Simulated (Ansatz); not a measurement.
# BF2H2: the cost of one run

All numbers below are computed with Ansatz 0.2.0 (UKS revPBE/def2-mTZVP).

## Step 1: The structure to begin with

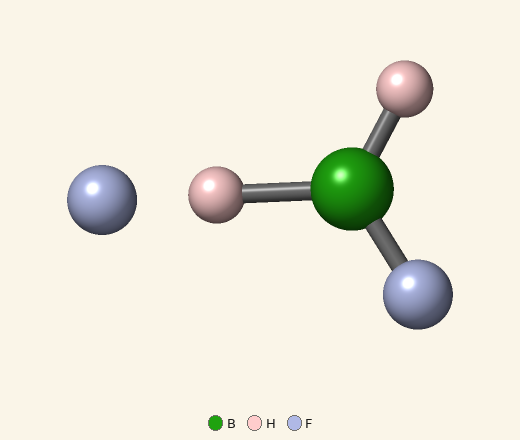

Start, viewed from a chosen angle; boron green, hydrogen pink, fluorine light blue.

Structure file:

```xyz
5

B     0.0000    0.0000    0.0000
H     0.0000    0.0000    1.4400
F     1.1431    0.0000   -0.6600
H    -1.0305    0.0000   -0.5950
F     0.0000    0.0000    2.6600
```

## Step 2: A restrained relaxation towards end A

Springs on the bonds that form and break draw the guess towards this end; the thresholds are loose.

Contents of input.yaml:

```yaml
crystal:
  periodic: [false, false, false]
  atoms:
    - { symbol: B, position_ang: [0.0, 0.0, 0.0] }
    - { symbol: H, position_ang: [0.0, 0.0, 1.44] }
    - { symbol: F, position_ang: [1.1431, 0.0, -0.66] }
    - { symbol: H, position_ang: [-1.0305, 0.0, -0.595] }
    - { symbol: F, position_ang: [0.0, 0.0, 2.66] }
magnetization:
  spin_polarized: true
  initial_magnetization: 1
basis:
  gaussian: { orbitals: def2-mTZVP }
hamiltonian:
  xc: revpbe
relax:
  f_tol: 0.15
  max_steps: 25
  restrain:
    - { distance: [1, 4], at: 2.12, k: 30.0 }
    - { distance: [0, 1], at: 1.19, k: 30.0 }
```

Command:

```sh
$ ansatz run input.yaml --threads 1 --pin off --max-ram 2048MiB --backend cpu --events-out ev --progress --plain --runs-dir out
```

What time and memory should one allow on 1 thread of Intel Xeon 6975P-C (Granite Rapids), shared host?

About 8 s, with a peak of 0.14 GiB.
